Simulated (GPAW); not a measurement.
Consider YCu (Pm-3m).

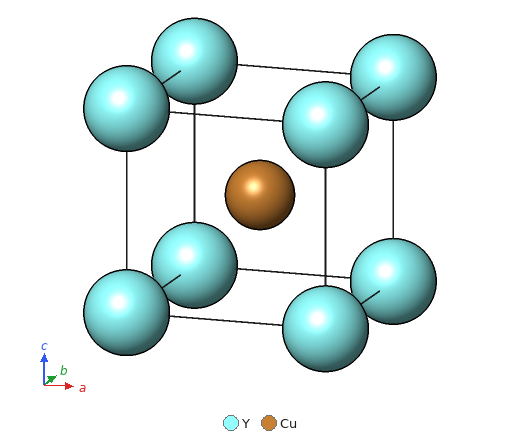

The structure (yttrium teal, copper orange). Some periodic images of atoms are drawn too.

```xyz
2
Lattice="3.4581 0.0000 0.0000 0.0000 3.4581 0.0000 0.0000 0.0000 3.4581" Properties=species:S:1:pos:R:3 pbc="T T T"
Y     0.0000    0.0000    0.0000
Cu    1.7291    1.7291    1.7291
```

Absorber: atom 1, with 8 Cu at 2.99 Å and 6 Y at 3.46 Å (cube and octahedron, as in bcc, site symmetry m-3m). Method: GPAW, LDA, excited-electron core hole (neutral cell), 8-atom cell with 6.0 Å between holes, 5×5×5 k points, dipole transitions, Gaussian full width 1.5 eV up to 4 eV, rising linearly to 3.5 eV at 25 eV.

What does the Y L₃ edge look like?

Main maxima up to 30 eV above the zero (height): 2.2 eV (2.73), 5.4 eV (1.38), 9.2 eV (0.94) and 19.0 eV (0.67). At an L edge the dipole rule selects empty d (and weakly s) states on the absorber, and the strong line at the onset measures the empty part of its d band. 

The Y L₃ spectrum (energy from the lowest empty level; intensity scaled to a mean of 1 over the first 20 eV):

```
E (eV)  intensity
  -2.0       0.00
  -0.5       0.79
   1.0       2.32
   2.5       2.60
   4.0       1.14
   5.5       1.37
   7.0       0.83
   8.5       0.88
  10.0       0.83
  11.5       0.56
  13.0       0.42
  14.5       0.38
  16.0       0.49
  17.5       0.59
  19.0       0.67
  20.5       0.57
  22.0       0.52
  23.5       0.52
  25.0       0.54
  26.5       0.54
  28.0       0.56
  29.5       0.56
  31.0       0.52
```

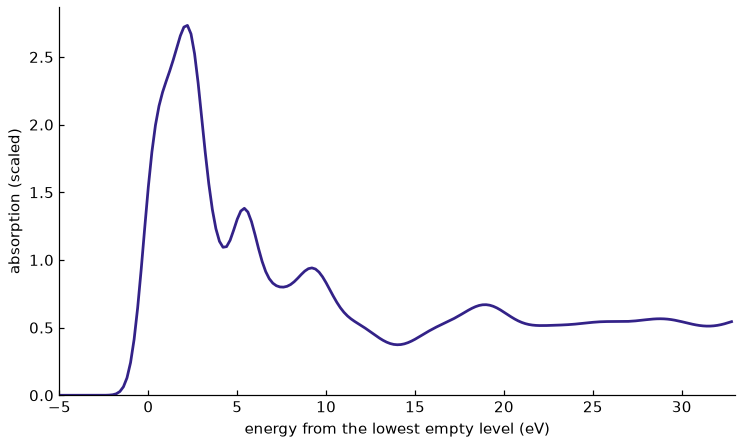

The Y L₃ edge.

Only the L₃ part is meant: spin–orbit coupling of the core level isn't computed and the L₂ copy isn't added. The holes are only 6.0 Å apart, so the shape is probably not converged with cell size; no larger cell was run here. The structure is a computed Materials Project entry and may be a hypothetical form.

[Banner, clock and machine lines of the logs are left out without a mark of their own.]

[Logs are printed without paths, hosts, clocks, repeated set-up lines and the standing remarks that a program may print on its own settings, such as how far it seeks lower states.]

[Hosts, paths, dates, database ids (printed as entryN), source tags and the programs' standing remarks are cut or masked in the printed files.]

[Lists of maxima count a maximum above −3 eV only where it reaches 4 % of the highest in the window and stands out from its surroundings by 2 % of it (1.5 % where it reaches 55 %); shoulders and weaker maxima are passed over, and of the rest the first, up to two pre-edge ones and the few strongest are named.]
